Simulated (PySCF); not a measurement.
Consider C$_{5}$H$_{14}$OSi (trimethylethoxysilane).

| atom | x (Å) | y (Å) | z (Å) |
| --- | --- | --- | --- |
| C | 3.0215 | -0.0311 | 0.8466 |
| C | 1.8463 | 0.3236 | -0.0519 |
| O | 0.6657 | -0.1944 | 0.4982 |
| Si | -0.8661 | -0.0988 | -0.0621 |
| C | -1.4531 | 1.7145 | -0.1993 |
| C | -1.8311 | -1.0531 | 1.2623 |
| C | -1.0372 | -0.9065 | -1.7854 |
| H | 2.8683 | 0.3865 | 1.8380 |
| H | 3.9433 | 0.3654 | 0.4296 |
| H | 3.1046 | -1.1108 | 0.9360 |
| H | 1.7588 | 1.4126 | -0.1486 |
| H | 1.9982 | -0.0947 | -1.0543 |
| H | -1.3549 | 2.2311 | 0.7515 |
| H | -0.8701 | 2.2668 | -0.9322 |
| H | -2.4939 | 1.7800 | -0.4995 |
| H | -1.7218 | -0.5949 | 2.2393 |
| H | -2.8882 | -1.0739 | 1.0219 |
| H | -1.4884 | -2.0791 | 1.3413 |
| H | -2.0668 | -0.9118 | -2.1282 |
| H | -0.4507 | -0.3775 | -2.5326 |
| H | -0.6932 | -1.9370 | -1.7708 |

Geometry: GFN2-xTB.

Level of theory: PBE0/pcSseg-1, SCF density, gas phase, non-relativistic in PySCF 2.14.0.

**What will maps of the electron density and electron localisation function show?**

C–O (1.40 Å): the density is about 2.1 e/Å³ at the midpoint, with its minimum of 1.8 e/Å³ about 0.5 Å from C; the ELF peaks at about 0.90 between the atoms: a polar covalent bond.
C–C (1.52 Å): the density is about 1.7 e/Å³ at the midpoint; the ELF peaks at about 0.95 between the atoms (a covalent bond).
Si–O (1.63 Å): ρ at the midpoint is about 1.1 e/Å³; the ELF peaks at about 0.85 between the atoms; a polar covalent bond.
C–Si (1.90 Å): the density is about 0.94 e/Å³ at the midpoint; the ELF peaks at about 0.95 between the atoms (localised, covalent bonding).

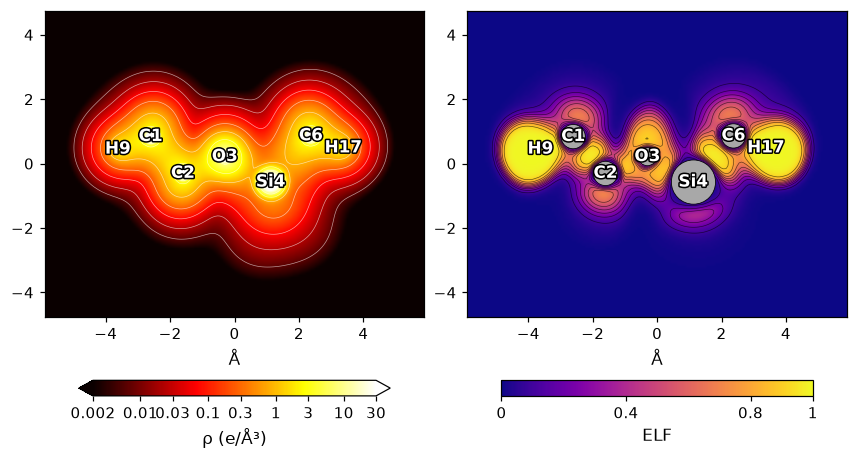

Computed electron density and electron localisation function on the plane of atoms Si4, C6 and H17, in this order. Grey discs cover the atomic cores in the ELF map. 
